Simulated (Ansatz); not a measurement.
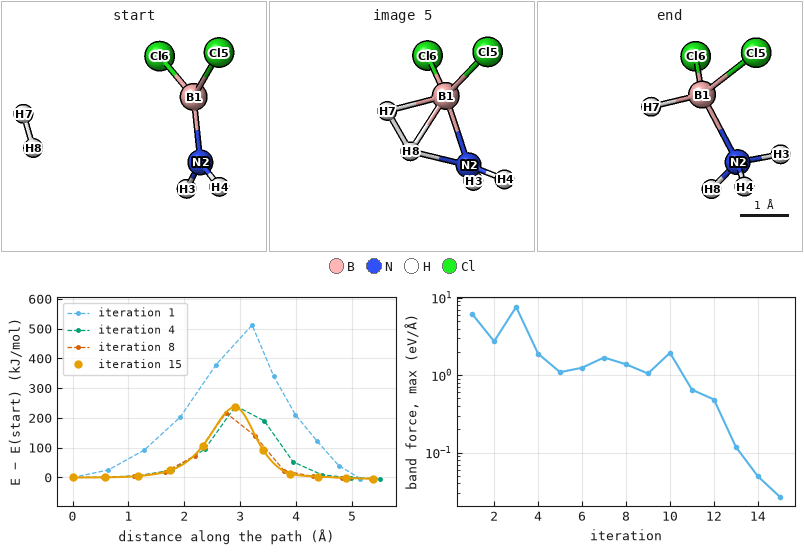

A nudged-elastic-band calculation for BNH4Cl2, made up at the start of BNH₂Cl₂ and H$_{2}$. Images are numbered from 0 (start) to 10 (end). The plot follows the band through its iterations. Style: ball-and-stick. Shown at a tilt.

Level of theory: RHF/def2-SVP (Ansatz). Set-up: 9 movable images; climbing image; force threshold 0.03 eV/Å; iteration limit 60; starting path through a guess of the saddle point.

Question: Did the band converge, and can the barrier be trusted?

Answer: The result is final at these settings. The band converged in 15 iterations. The largest component of the band force went from 6.2 to 0.027 eV/Å. The climbing image converged on the top of the path. Its vibrational analysis gives one imaginary mode (1852i cm⁻¹), as a transition state must have. The first iteration put the highest image at 512.3 kJ/mol. The energy climbs by 236.7 kJ/mol to image 5 and then falls by 240.7 kJ/mol, so the end point sits at −4.0 kJ/mol.

Limits of the set-up: the start holds two separate molecules, 3.8 Å apart at their closest, whose relative position is a soft coordinate and is computed without a dispersion correction; Hartree-Fock leaves out electron correlation.

The run took 2.4 min on 1 thread of Arm Neoverse V2, on a shared host, peak memory 0.15 GiB.
